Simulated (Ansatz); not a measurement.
# PbO (model cell, started as NiAs type): following an unstable mode, part 2 of 2

Which phase does PbO (model cell, started as NiAs type) fall into along its unstable mode, and how much energy does it gain?

Ansatz 0.2.0; DFT PBEsol, scalar-relativistic, plane waves, PAW.

So far. Step 4 (The mode frozen in, largest atomic shift 0.32 Å): The run ends at a pressure of 1.34 GPa, with forces up to 0.42 eV/Å. Step 5 (Energy along the mode, all amplitudes (two of the runs …): The lowest of the steps tried is at 0.32 Å, 18.1 meV/atom below the parent; the bottom of the well need not coincide with a step.

The structure was built from a prototype and need not be the compound's stable phase.

**6. Relaxation from the frozen mode**

Starting from the lowest point found, all atoms and the cell are let go, so that strain and other modes of the same symmetry can join in.

input.yaml

```yaml
crystal:
  lattice:
    - [-5.3153576808, -3.0688174296, 0.0]
    - [-5.315352694, 3.068826067, 0.0]
    - [0.0, 0.0, -6.4262845469]
  atoms:
    - { symbol: Pb, position: [0.0, -3.2e-08, 0.0023382014] }
    - { symbol: Pb, position: [0.6666666667, 0.6666666986, -0.0023381732] }
    - { symbol: Pb, position: [0.3333333333, 0.3333333333, -2.82e-08] }
    - { symbol: Pb, position: [0.0, -3.2e-08, 0.4976617986] }
    - { symbol: Pb, position: [0.6666666667, 0.6666666986, 0.5023381732] }
    - { symbol: Pb, position: [0.3333333333, 0.3333333333, 0.5000000282] }
    - { symbol: O, position: [0.3935362716, 0.9698990761, 0.75] }
    - { symbol: O, position: [-0.030099832, 0.6365646554, 0.75] }
    - { symbol: O, position: [0.6365657443, 0.3935351766, 0.75] }
    - { symbol: O, position: [0.2731303951, 0.696768681, 0.25] }
    - { symbol: O, position: [1.0301031078, 0.2731314901, 0.25] }
    - { symbol: O, position: [0.696767589, 1.0301009209, 0.25] }
kpoints:
  mp_grid: { grid: [6, 6, 6] }
hamiltonian:
  xc: pbesol
scf:
  occupations: { method: methfessel_paxton, width: 0.15 }
output:
  forces: true
  stress: true
  eigenvalues: true
relax:
  adjacent_minimum: "off"
  f_tol: 0.002
  max_steps: 120
  cell: { stress_tol: 0.03 }
```

Command:

```bash
ansatz run input.yaml --threads 4 --pin off --max-ram 7168MiB --backend cpu --events-out ev --progress --plain --runs-dir out
```

Numbers of over 12 decimals in the logs are rounded to 6 here.

Output:

```text
[...]
Crystal: 12 atoms, lattice volume = 209.650 Å³
Basis set: ecut = 420 eV, 4083 PW (Γ), exchange–correlation on 90×90×90 points (8 copies of the dense FFT grid, shifted against one another)
Bands: 72, of which v1, the nominal top of the filled ones, is band 60 counted from 1 (59 counted from 0)
Symmetry: 12 space group operations
[...]
k-points: 32 of 216
[...]
SCF iter   1: F=—  HF=-73889.873602 eV  |F-HF|=—  |Δ(HF+E_count)|=         —  Δρ=1.52e-2  dr2=4.58e-1  ethr=1.77e-3  ⟨swp⟩=7.6  Hψ=10494  notcnv=0
[...]
SCF iter   6: F=-73889.782835 eV  HF=-73889.782834 eV  |F-HF|=4.06e-8  |Δ(HF+E_count)|=   4.51e-7  S|Δr|=    0.00e0  Δρ=4.64e-6  dr2=5.40e-8  ethr=8.33e-11  ⟨swp⟩=9.9  Hψ=12860  notcnv=0
SCF 1 converged in 6 iterations: F = -73889.782835 eV  dr2 = 5.40e-8
[...]
relax step   1: F+E_penalty+E_count = -73889.78283452 eV  Δ(F+E_penalty+E_count) = +0.000e0 eV  max|allowed force component| = 4.175e-1 eV/Å  Δτ_max = 0.0000 Å  P = +1.343 GPa  Ω = 209.650 Å³  (6 SCF iters, dr2 threshold 1.00e-7 eV, accepted)
Crystal: 12 atoms, lattice volume = 225.973 Å³
Basis set: ecut = 420 eV, 4401 PW (Γ), exchange–correlation on 90×90×90 points (8 copies of the dense FFT grid, shifted against one another)
[...]
iter 1 solved again at ethr=1.97e-4 eV; its pass at ethr=3.10e-3 eV (dr2=2.36e-1 eV) is discarded
[...]
SCF iter   7: F=-73889.397229 eV  HF=-73889.397229 eV  |F-HF|=7.16e-8  |Δ(HF+E_count)|=   1.60e-6  S|Δr|=    0.00e0  Δρ=5.65e-6  dr2=6.90e-8  ethr=1.00e-9  ⟨swp⟩=9.0  Hψ=10300  notcnv=0
SCF 2 converged in 7 iterations: F = -73889.397229 eV  dr2 = 6.90e-8
relax step   2: F+E_penalty+E_count = -73889.39722925 eV  Δ(F+E_penalty+E_count) = +3.856e-1 eV  max|allowed force component| = 9.807e-1 eV/Å  Δτ_max = 0.1650 Å  P = -1.918 GPa  Ω = 225.973 Å³  energy of the carried Pulay correction = -3.820e-2 eV  (7 SCF iters, dr2 threshold 1.20e-6 eV, rejected (line search))
Crystal: 12 atoms, lattice volume = 217.105 Å³
Basis set: ecut = 420 eV, 4221 PW (Γ), exchange–correlation on 90×90×90 points (8 copies of the dense FFT grid, shifted against one another)
[...]
SCF iter   9: F=-73889.923670 eV  HF=-73889.923670 eV  |F-HF|=2.91e-11  |Δ(HF+E_count)|=  2.91e-11  S|Δr|=    0.00e0  Δρ=5.13e-8  dr2=7.45e-12  ethr=1.00e-12  ⟨swp⟩=7.0  Hψ=9764  notcnv=0
SCF 3 converged in 9 iterations: F = -73889.923670 eV  dr2 = 7.45e-12
[...]
relax step   3: F+E_penalty+E_count = -73889.92366960 eV  Δ(F+E_penalty+E_count) = -1.408e-1 eV  max|allowed force component| = 1.959e-1 eV/Å  Δτ_max = 0.0759 Å  P = -1.091 GPa  Ω = 217.105 Å³  energy of the carried Pulay correction = -1.781e-2 eV  (9 SCF iters, accepted)
[... from here on, the SCF cycles and remarks between the steps are left out ...]
relax step   4: F+E_penalty+E_count = -73889.96416163 eV  Δ(F+E_penalty+E_count) = -4.049e-2 eV  max|allowed force component| = 2.093e-1 eV/Å  Δτ_max = 0.0682 Å  P = +1.023 GPa  Ω = 213.869 Å³  energy of the carried Pulay correction = -1.016e-2 eV  (5 SCF iters, dr2 threshold 1.20e-6 eV, accepted)
relax step   5: F+E_penalty+E_count = -73890.01657546 eV  Δ(F+E_penalty+E_count) = -5.241e-2 eV  max|allowed force component| = 1.925e-1 eV/Å  Δτ_max = 0.0380 Å  P = +0.385 GPa  Ω = 216.223 Å³  energy of the carried Pulay correction = -1.574e-2 eV  (5 SCF iters, dr2 threshold 1.20e-6 eV, accepted)
relax step   6: F+E_penalty+E_count = -73890.09334377 eV  Δ(F+E_penalty+E_count) = -7.677e-2 eV  max|allowed force component| = 5.990e-2 eV/Å  Δτ_max = 0.1620 Å  P = -0.149 GPa  Ω = 222.157 Å³  energy of the carried Pulay correction = -2.953e-2 eV  (6 SCF iters, dr2 threshold 1.20e-6 eV, accepted)
relax step   7: F+E_penalty+E_count = -73890.10713718 eV  Δ(F+E_penalty+E_count) = -1.379e-2 eV  max|allowed force component| = 3.461e-2 eV/Å  Δτ_max = 0.1200 Å  P = +0.014 GPa  Ω = 224.454 Å³  energy of the carried Pulay correction = -3.477e-2 eV  (6 SCF iters, dr2 threshold 3.53e-7 eV, accepted)
relax step   8: F+E_penalty+E_count = -73890.10718402 eV  Δ(F+E_penalty+E_count) = -4.684e-5 eV  max|allowed force component| = 6.008e-2 eV/Å  Δτ_max = 0.0483 Å  P = +0.126 GPa  Ω = 225.559 Å³  energy of the carried Pulay correction = -3.727e-2 eV  (6 SCF iters, dr2 threshold 7.49e-8 eV, accepted)
relax step   9: F+E_penalty+E_count = -73890.10601651 eV  Δ(F+E_penalty+E_count) = +1.168e-3 eV  max|allowed force component| = 3.305e-2 eV/Å  Δτ_max = 0.0620 Å  P = -0.032 GPa  Ω = 226.459 Å³  energy of the carried Pulay correction = -3.930e-2 eV  (6 SCF iters, dr2 threshold 2.26e-7 eV, accepted)
relax step  10: F+E_penalty+E_count = -73890.10601396 eV  Δ(F+E_penalty+E_count) = +2.552e-6 eV  max|allowed force component| = 6.157e-3 eV/Å  Δτ_max = 0.0025 Å  P = -0.044 GPa  Ω = 226.685 Å³  energy of the carried Pulay correction = -3.980e-2 eV  (4 SCF iters, dr2 threshold 1.57e-7 eV, accepted)
relax step  11: F+E_penalty+E_count = -73890.10629531 eV  Δ(F+E_penalty+E_count) = -2.814e-4 eV  max|allowed force component| = 2.065e-3 eV/Å  Δτ_max = 0.0021 Å  P = +0.018 GPa  Ω = 226.567 Å³  energy of the carried Pulay correction = -3.954e-2 eV  (5 SCF iters, dr2 threshold 1.11e-8 eV, accepted)
relax step  12: F+E_penalty+E_count = -73890.10616429 eV  Δ(F+E_penalty+E_count) = +1.310e-4 eV  max|allowed force component| = 1.211e-4 eV/Å  Δτ_max = 0.0012 Å  P = +0.000 GPa  Ω = 226.627 Å³  energy of the carried Pulay correction = -3.967e-2 eV  (5 SCF iters, dr2 threshold 2.66e-10 eV, accepted)
relax step  13: F+E_penalty+E_count = -73890.16484740 eV  Δ(F+E_penalty+E_count) = -5.868e-2 eV  max|allowed force component| = 1.714e-3 eV/Å  Δτ_max = 0.0000 Å  P = +0.378 GPa  Ω = 226.627 Å³  stress off target by 4.31e-1 GPa  SCF on the basis re-selected at this cell (its energy is not comparable with the rows above)  (6 SCF iters)
relax step  14: F+E_penalty+E_count = -73890.16262653 eV  Δ(F+E_penalty+E_count) = +2.221e-3 eV  max|allowed force component| = 6.584e-3 eV/Å  Δτ_max = 0.0833 Å  P = -0.044 GPa  Ω = 229.076 Å³  energy of the carried Pulay correction = -5.499e-3 eV  (6 SCF iters, dr2 threshold 4.63e-7 eV, accepted)
relax step  15: F+E_penalty+E_count = -73890.16211327 eV  Δ(F+E_penalty+E_count) = +5.133e-4 eV  max|allowed force component| = 4.684e-3 eV/Å  Δτ_max = 0.0220 Å  P = -0.055 GPa  Ω = 229.355 Å³  energy of the carried Pulay correction = -6.135e-3 eV  (6 SCF iters, dr2 threshold 4.89e-9 eV, accepted)
relax step  16: F+E_penalty+E_count = -73890.16197880 eV  Δ(F+E_penalty+E_count) = +1.345e-4 eV  max|allowed force component| = 3.586e-3 eV/Å  Δτ_max = 0.0229 Å  P = -0.050 GPa  Ω = 229.463 Å³  energy of the carried Pulay correction = -6.389e-3 eV  (6 SCF iters, dr2 threshold 9.38e-9 eV, accepted)
relax step  17: F+E_penalty+E_count = -73890.16225500 eV  Δ(F+E_penalty+E_count) = -2.762e-4 eV  max|allowed force component| = 1.275e-2 eV/Å  Δτ_max = 0.0193 Å  P = +0.013 GPa  Ω = 229.374 Å³  energy of the carried Pulay correction = -6.183e-3 eV  (6 SCF iters, dr2 threshold 7.07e-9 eV, accepted)
relax step  18: F+E_penalty+E_count = -73890.16227870 eV  Δ(F+E_penalty+E_count) = -2.370e-5 eV  max|allowed force component| = 6.062e-3 eV/Å  Δτ_max = 0.0207 Å  P = -0.011 GPa  Ω = 229.380 Å³  energy of the carried Pulay correction = -6.190e-3 eV  (6 SCF iters, dr2 threshold 1.02e-8 eV, accepted)
relax step  19: F+E_penalty+E_count = -73890.16222023 eV  Δ(F+E_penalty+E_count) = +5.847e-5 eV  max|allowed force component| = 1.251e-3 eV/Å  Δτ_max = 0.0115 Å  P = -0.010 GPa  Ω = 229.413 Å³  energy of the carried Pulay correction = -6.272e-3 eV  (6 SCF iters, dr2 threshold 6.65e-9 eV, accepted)
[...]
SCF iter   5: F=-73890.168790 eV  HF=-73890.168790 eV  |F-HF|=0.00e0  |Δ(HF+E_count)|=  3.06e-10  S|Δr|=    0.00e0  Δρ=4.51e-8  dr2=4.68e-12  ethr=1.00e-12  ⟨swp⟩=7.6  Hψ=10512  notcnv=0
SCF 20 converged in 5 iterations: F = -73890.168790 eV  dr2 = 4.68e-12
[...]
relax step  20: F+E_penalty+E_count = -73890.16878973 eV  Δ(F+E_penalty+E_count) = -6.570e-3 eV  max|allowed force component| = 1.439e-3 eV/Å  Δτ_max = 0.0000 Å  P = +0.009 GPa  Ω = 229.413 Å³  stress off target by 1.26e-2 GPa  SCF on the basis re-selected at this cell (its energy is not comparable with the rows above)  (5 SCF iters)
[...]
SCF converged after 5 iterations
[...]
Free energy (F): -73890.168790 eV
[...]
Internal energy: -73890.168816 eV  (E = F + TS)
E sigma→0 (E₀):  -73890.168796 eV
Entropy (-TS):   0.000026 eV (0.002 meV/atom)
Fermi energy:    9.483182 eV
Step filling:    the computed levels leave a gap of 0.6751 eV = 4.5 smearing widths at the electron count; against every level under it full and every level over it empty, smearing changes F+E_penalty+E_count by +2.30e-3 meV and its σ→0 estimate by -4.24e-3 meV
[...]
--- Forces (eV/Å), atoms counted from 1 ---
  atom   1  Pb    -0.00000000     0.00000000     0.00009582
  atom   2  Pb     0.00000000    -0.00000000    -0.00009582
  atom   3  Pb     0.00000000    -0.00000000    -0.00000000
  atom   4  Pb    -0.00000000     0.00000000    -0.00009582
  atom   5  Pb     0.00000000    -0.00000000     0.00009582
  atom   6  Pb     0.00000000     0.00000000    -0.00000000
  atom   7  O     -0.00074363     0.00123286    -0.00000000
  atom   8  O     -0.00069587    -0.00126043     0.00000000
  atom   9  O      0.00143950     0.00002757     0.00000000
  atom  10  O      0.00074363    -0.00123286     0.00000000
  atom  11  O     -0.00143950    -0.00002757    -0.00000000
  atom  12  O      0.00069587     0.00126043    -0.00000000
  max |Σ_I F_I| component: 7.16e-18 eV/Å
--- Stress (GPa, compression-positive) ---
        0.012558      -0.000000       0.000000
        0.000000       0.012558      -0.000000
        0.000000      -0.000000       0.003341
  P = ⅓ Tr σ = 0.0095 GPa (0.095 kbar)
--- Band table (eV; the first three rows and the last of 32) ---
  k-point 0: bands = [... 56 lower, 7.5150, 7.6712, 7.7624, 9.1409, 9.8160, 10.7576, 10.7576, 11.5639, ... 8 higher]
  k-point 1: bands = [... 56 lower, 7.5309, 7.7453, 8.1868, 8.4005, 10.6334, 10.6334, 10.6883, 11.3891, ... 8 higher]
  k-point 2: bands = [... 56 lower, 7.5747, 7.6588, 7.6985, 8.5736, 10.5191, 10.5191, 11.0058, 11.0058, ... 8 higher]
  k-point 31: bands = [... 56 lower, 7.3151, 7.3151, 8.1375, 8.1375, 11.2003, 11.2003, 11.5004, 11.5004, ... 8 higher]
--- Relaxed structure (18 steps of the walk, 17 accepted, 2 SCFs on fresh bases) ---
  F+E_penalty+E_count = -73890.16878973 eV   max|allowed force component| = 1.439e-3 eV/Å   (the final SCF, on the basis selected at the relaxed cell)
  cell:  # Å, volume = 229.4129 Å³
    - [-5.512885, -3.182860, 0.0]
    - [-5.512880, 3.182869, 0.0]
    - [0.0, 0.0, -6.537187]
  atoms:
    - { symbol: Pb, position: [-3.3503632347805794e-17, -1.3569343242037924e-17, 0.017807] }
    - { symbol: Pb, position: [0.666667, 0.666667, -0.017807] }
    - { symbol: Pb, position: [0.333333, 0.333333, 2.848605218050299e-17] }
[...]
- { symbol: Pb, position: [0.666667, 0.666667, 0.517807] }
    - { symbol: Pb, position: [0.333333, 0.333333, 0.5] }
    - { symbol: O, position: [0.510689, 0.977646, 0.75] }
    - { symbol: O, position: [-0.022354, 0.511666, 0.75] }
    - { symbol: O, position: [0.511666, 0.510689, 0.75] }
    - { symbol: O, position: [0.155978, 0.689021, 0.250000] }
    - { symbol: O, position: [1.155001, 0.155978, 0.250000] }
    - { symbol: O, position: [0.689021, 1.155001, 0.250000] }
```

It took 3.3 min on 4 threads of Arm Neoverse V1, shared host; peak memory 0.94 GiB.

The steps of the relaxation:

```
step  energy less that of the first step (eV)  largest force component (eV/Å)  pressure (GPa)  volume (Å³)
   1                                   0.0000                          0.4175            1.34       209.65
   2                                   0.3856                          0.9807           -1.92       225.97
   3                                  -0.1408                          0.1959           -1.09       217.10
   4                                  -0.1813                          0.2093            1.02       213.87
   5                                  -0.2337                          0.1925            0.39       216.22
   6                                  -0.3105                          0.0599           -0.15       222.16
   7                                  -0.3243                          0.0346            0.01       224.45
   8                                  -0.3243                          0.0601            0.13       225.56
   9                                  -0.3232                          0.0330           -0.03       226.46
  10                                  -0.3232                          0.0062           -0.04       226.69
  11                                  -0.3235                          0.0021            0.02       226.57
  12                                  -0.3233                          0.0001            0.00       226.63
 13*                                  -0.3820                          0.0017            0.38       226.63
  14                                  -0.3798                          0.0066           -0.04       229.08
  15                                  -0.3793                          0.0047           -0.06       229.35
  16                                  -0.3791                          0.0036           -0.05       229.46
  17                                  -0.3794                          0.0128            0.01       229.37
  18                                  -0.3794                          0.0061           -0.01       229.38
  19                                  -0.3794                          0.0013           -0.01       229.41
 20*                                  -0.3860                          0.0014            0.01       229.41
```

Relaxation steps marked * repeat the geometry before them on a plane-wave basis chosen anew for their cell, so energy and pressure can jump there. Relaxation step 2 was tried and not accepted.

Forces are held to the 12 operations that the run works with; a distortion that breaks them can't arise in this run.

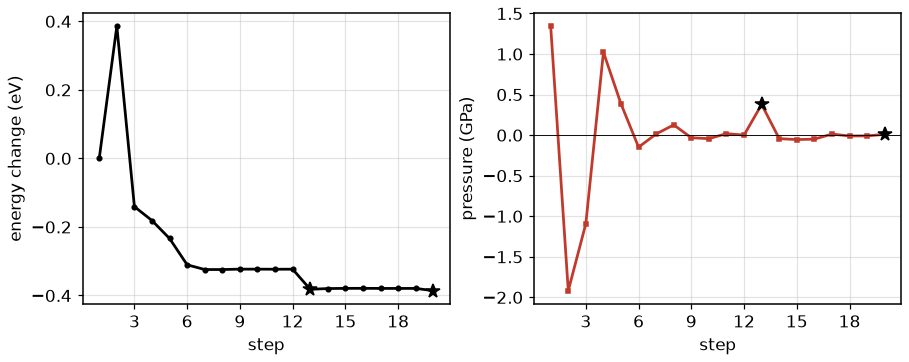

Energy and pressure along the relaxation. Stars mark steps on a basis chosen anew.

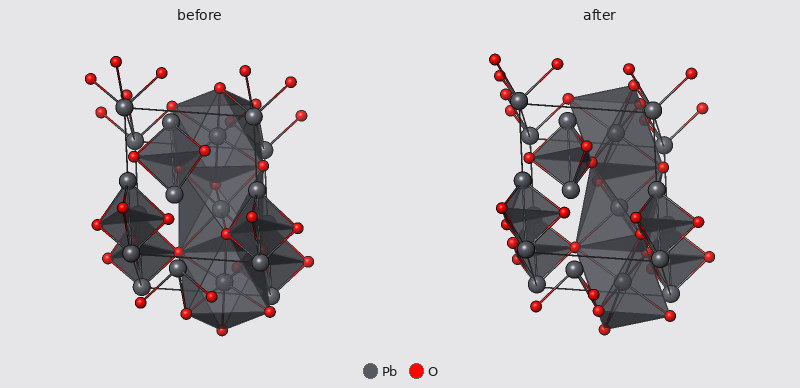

The structure before and after the relaxation, drawn at the same scale.

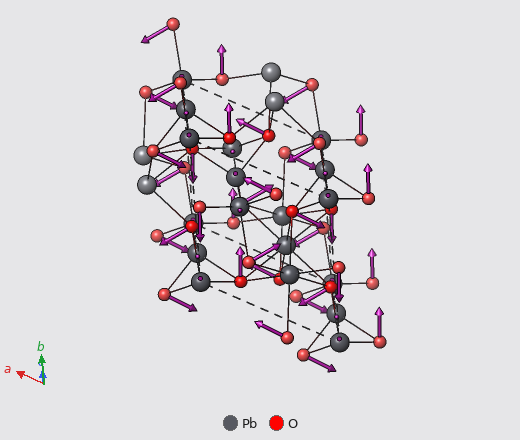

Displacements in the relaxation, exaggerated, measured against the changing cell; the longest in the cell stands for 0.77 Å. Some periodic images of atoms are drawn too.

```
conventional cell, symmetrised  before  after  change
                         a (Å)   6.138  6.366  +3.7 %
                         b (Å)   6.138  6.366  +3.7 %
                         c (Å)   6.426  6.537  +1.7 %
              volume (Å³/atom)   17.47  19.12  +9.4 %
```

The atoms that moved most (Å, as changes of fractional coordinates times the final cell):

```
atom      dx      dy      dz  length
 O12  -0.646   0.422   0.000   0.772
  O9   0.043   0.770   0.000   0.772
 O10   0.689   0.348   0.000   0.772
  O8   0.646  -0.422   0.000   0.772
  O7  -0.689  -0.348   0.000   0.772
 O11  -0.043  -0.770   0.000   0.772
 Pb5   0.000   0.000  -0.101   0.101
 Pb2   0.000   0.000   0.101   0.101
```

The relaxed structure:

```xyz
12
Lattice="-5.5129 -3.1829 0.0000 -5.5129 3.1829 0.0000 0.0000 0.0000 -6.5372" Properties=species:S:1:pos:R:3 pbc="T T T"
Pb    0.0000    0.0000   -0.1164
Pb   -7.3505    0.0000    0.1164
Pb   -3.6753    0.0000    0.0000
Pb    0.0000    0.0000   -3.1522
Pb   -7.3505    0.0000   -3.3850
Pb   -3.6753    0.0000   -3.2686
O    -8.2050    1.4863   -4.9029
O    -2.6975    1.6997   -4.9029
O    -5.6361   -0.0031   -4.9029
O    -4.6584    1.6966   -1.6343
O    -7.2273   -3.1797   -1.6343
O   -10.1659    1.4832   -1.6343
```

This step gave:

```
pressure          : 0.009486 GPa
volume per atom   : 19.12 Å³
gap on the k-mesh : 0.6751 eV
```

The distorted start has space group P6_3/m; the relaxation ends in P6_3/mmc.

**7. The phases reached**

The phases reached along the modes that were followed are set side by side.

Energies are those of the first relaxation, on the mesh of the frozen mode; space group, volume and gap are those of the last relaxation. Phases, by row:

```
                  mode frozen in  space group  energy from parent (meV/atom)  volume (Å³/atom)  gap on mesh (eV)  lowest zone-centre optical mode (cm⁻¹)  largest shift (Å)
                          parent     P6_3/mmc                              0             17.47                 0                                       –                  –
        q = (0, 0, 0), 187i cm⁻¹       P6_3mc                         -70.11             19.05              0.77                                   -11.2              0.315
q = (0.333, 0.333, 0), 174i cm⁻¹     P6_3/mmc                         -50.25             19.12             0.675                                       –              1.065
```

**8. Results**

```yaml
unstable_mode_of_the_parent: q = (0.333, 0.333, 0), 174i cm⁻¹
depth_at_the_lowest_point_sampled: 18.1 meV/atom
largest_atomic_shift_at_that_point: 0.32 Å
space_group_reached_within_0p01_a: P6_3/mmc
energy_gained_over_the_parent_first_relaxation_on_the_mesh_of_the_frozen_mode: 50.3 meV/atom
volume_per_atom_phase_reached: 19.1 Å³
gap_on_the_k_mesh_phase_reached: 0.675 eV
```

Along this mode the structure falls into P6_3/mmc, 50.3 meV/atom below the parent. At the parent's cell the well is 18.08 meV/atom deep on the steps tried, with its lowest point at a shift of 0.32 Å. Relaxing atoms and cell changes the gain by +32.17 meV/atom against the lowest step (energies at zero smearing). Most of the total comes from this relaxation. The end point has the space group of the parent. The modes of the phase reached were not computed on this path. Of the 2 patterns followed to their end from this parent, this one ends 19.9 meV/atom above the lowest, P6_3mc. Each path keeps the symmetry of its pattern, so a lower phase may lie along a pattern not tried. The q mesh is too sparse to interpolate, so only the solved wavevectors are given. With no gap, or one that is small against the smearing, the frequencies hang on the k mesh and the smearing, most of all near Kohn anomalies. A semilocal functional can close a gap that the real compound would have, so the metallic treatment may be an artefact of the level. Spin-orbit coupling is left out, which can matter for the heavy elements here. The starting cell was built on a prototype and not taken from a measurement, so the phase need not exist.

[Logs are printed without paths, hosts, clocks, repeated set-up lines and the standing remarks that a program may print on its own settings, such as how far it seeks lower states.]

[Hosts, paths, dates, database ids (printed as entryN), source tags and the programs' standing remarks are cut or masked in the printed files.]
